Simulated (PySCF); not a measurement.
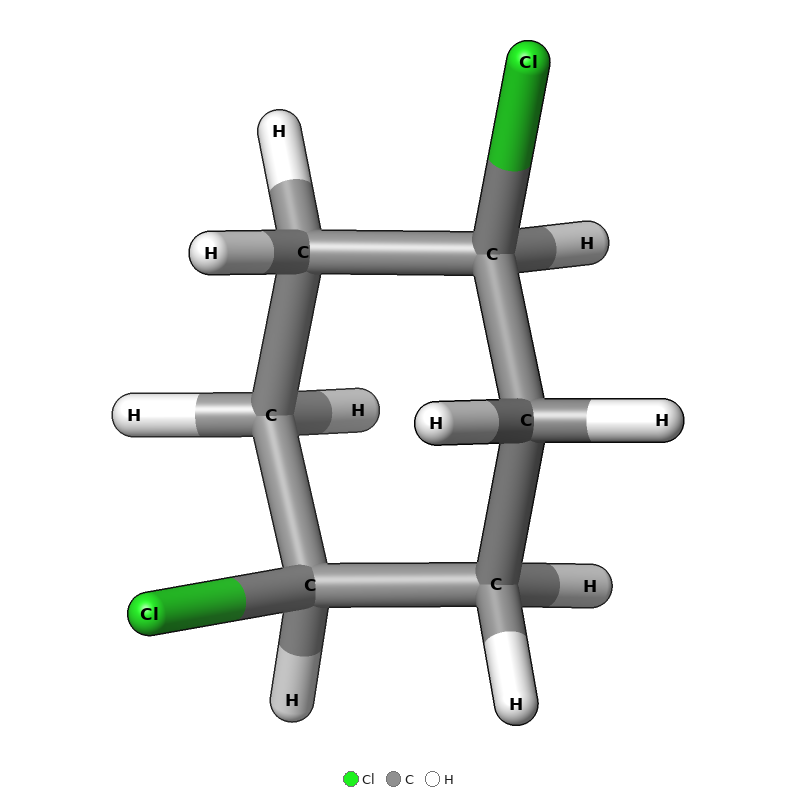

Stick drawing of a structure.

Computed geometry: GFN2-xTB optimisation. No frequency run is at hand to confirm it as a minimum.

Count the atoms of each element.

Answer. C6H10Cl2, 18 atoms: 6 carbon, 10 hydrogen and 2 chlorine.

Name some functional groups or characteristic bonds that it holds.

Answer. Among them: C–Cl bond.

The parts below concern this one geometry. Atoms keep their numbers from picture to picture.

## Symmetry

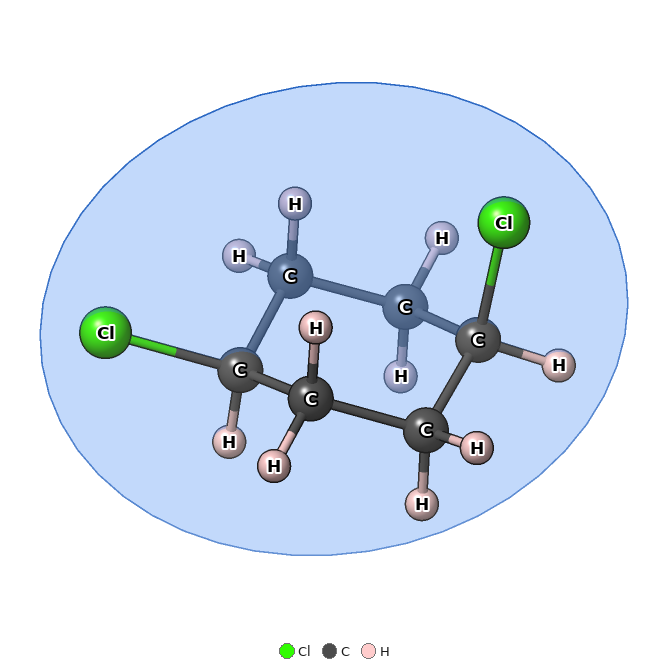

All proper rotation axes (lines) and mirror planes (discs) of the structure are drawn in. Distant atoms are faded towards the background colour. No frequency run is at hand to confirm it as a minimum.

Name the symmetry elements and the point group.

Answer. It has 1 mirror plane. Point group Cs. The group has 2 operations. The geometry is achiral, and symmetry allows a dipole moment.

## Charges

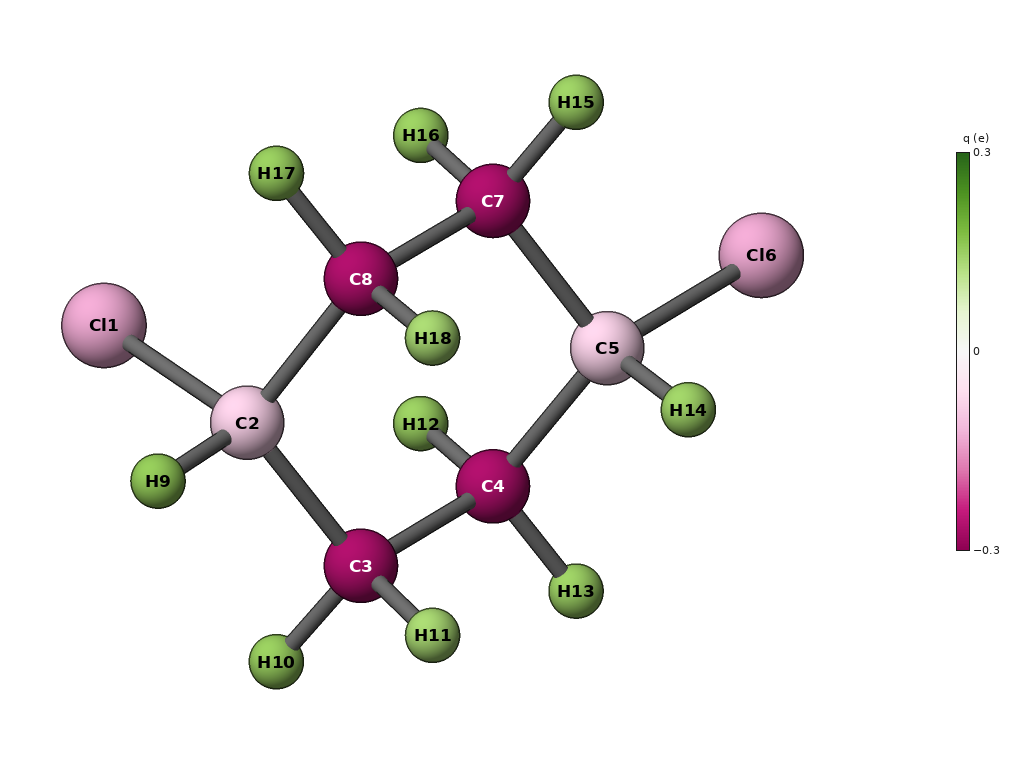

Atoms are coloured by their IAO charges. No frequency run is at hand to confirm it as a minimum. Properties computed with PBE0/pcSseg-1, gas phase (PySCF 2.14.0).

List the IAO charges.

| atom | value (e) |
| --- | --- |
| Cl1 | −0.13 |
| C2 | −0.08 |
| C3 | −0.26 |
| C4 | −0.26 |
| C5 | −0.08 |
| Cl6 | −0.13 |
| C7 | −0.26 |
| C8 | −0.26 |
| H9 | 0.16 |
| H10 | 0.15 |
| H11 | 0.14 |
| H12 | 0.15 |
| H13 | 0.15 |
| H14 | 0.15 |
| H15 | 0.15 |
| H16 | 0.15 |
| H17 | 0.15 |
| H18 | 0.14 |

## Ring current

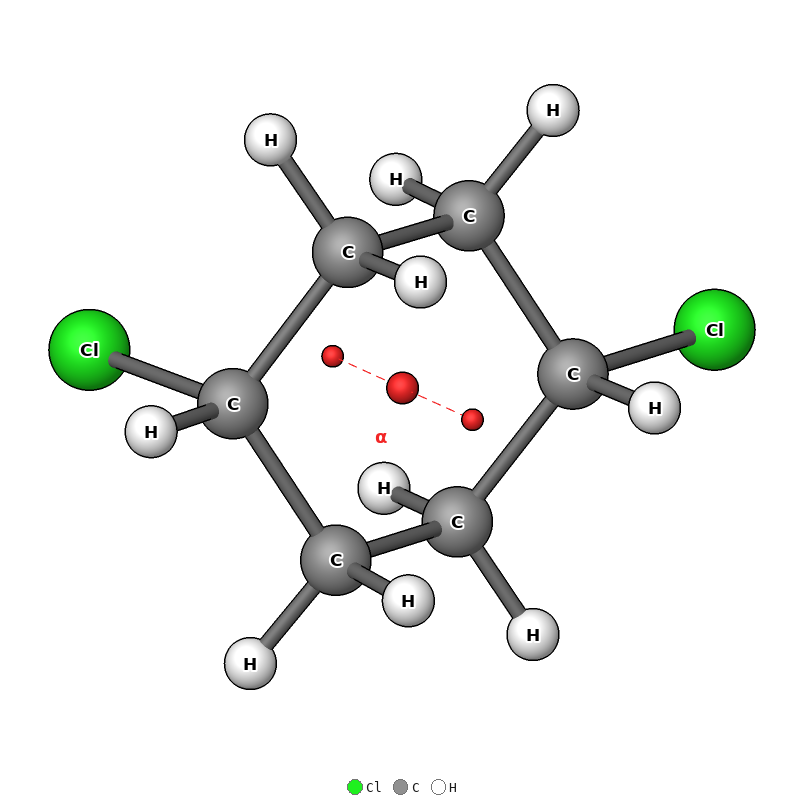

The small points mark where nucleus-independent chemical shifts (NICS) were computed: at the centre of each lettered ring and 1 Å above and below it. No frequency run is at hand to confirm it as a minimum. Properties computed with GIAO PBE0/pcSseg-1 NMR shielding, non-relativistic, gas phase (PySCF 2.14.0).

Give NICS(0), NICS(1) and the out-of-plane component NICS(1)zz for each ring (means of the two sides).

| ring | members | NICS(0) | NICS(1) | NICS(1)zz |
| --- | --- | --- | --- | --- |
| α | C6 | −3.2 | −3.0 | 1.9 |

Values in ppm.

What do the values say about the ring currents?

Answer. Ring α: weak, as in a non-aromatic ring. NICS is one index among several.

## Excitation

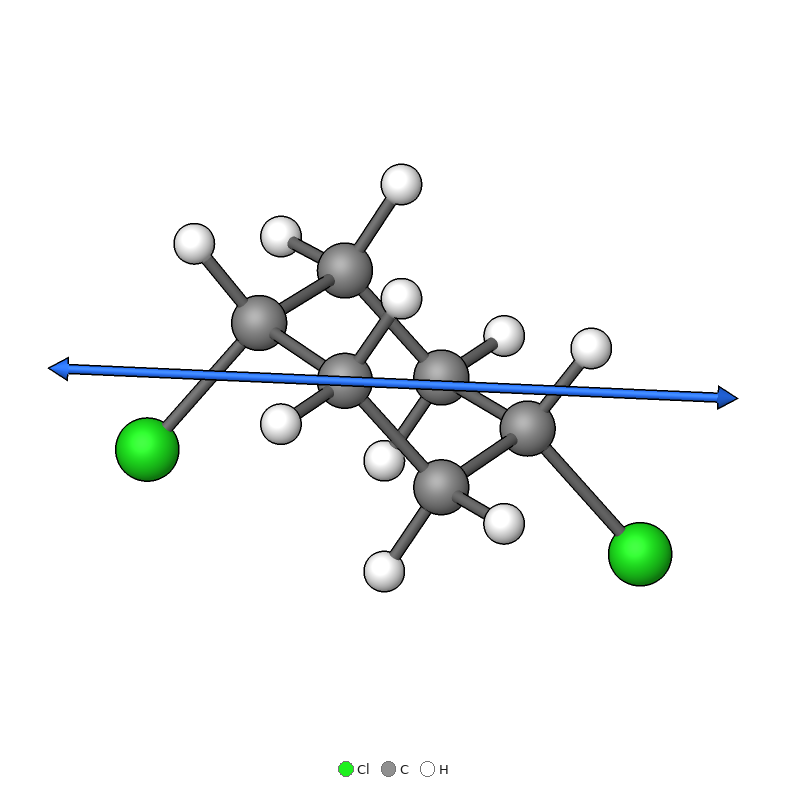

The double arrow shows the direction of the transition dipole to excited singlet state 5 (its length means nothing). No frequency run is at hand to confirm it as a minimum. Method: TDDFT PBE0/def2-SVPD, vertical, gas phase, core orbitals frozen in the response (PySCF 2.14.0).

Where does the transition lie, and how strong is it?

Answer. 7.73 eV (160 nm), oscillator strength 0.019, mainly HOMO−2 → LUMO (weight 0.94); transition dipole 0.79 D.
